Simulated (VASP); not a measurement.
Band structure of NiP (relaxed from the zinc blende structure, space group F-43m). All values below come from r2SCAN meta-GGA, VASP's PBE PAW potentials (set 64) (plane waves; VASP).

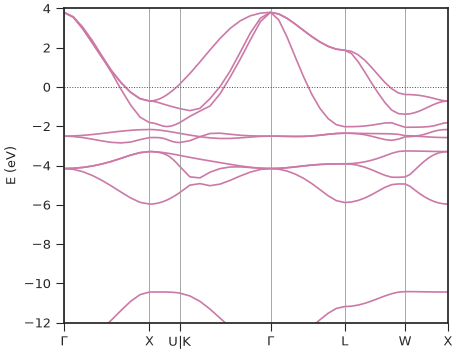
Figure: Bands along high-symmetry lines, zero at the valence-band maximum or, without a gap, the Fermi level

Question: Read the plot: is there a gap, and where are the band edges?

Answer: It has no gap at this level: it comes out as a metal or semimetal.

The structure was generated: NiP was put into the zinc blende type (F-43m), which need not be its known phase. It was relaxed first, which changed the volume by -18 %. The run is not spin-polarised, so no magnetic state was tried. The electron count is odd and the run is not spin-polarised, which forces a metal.
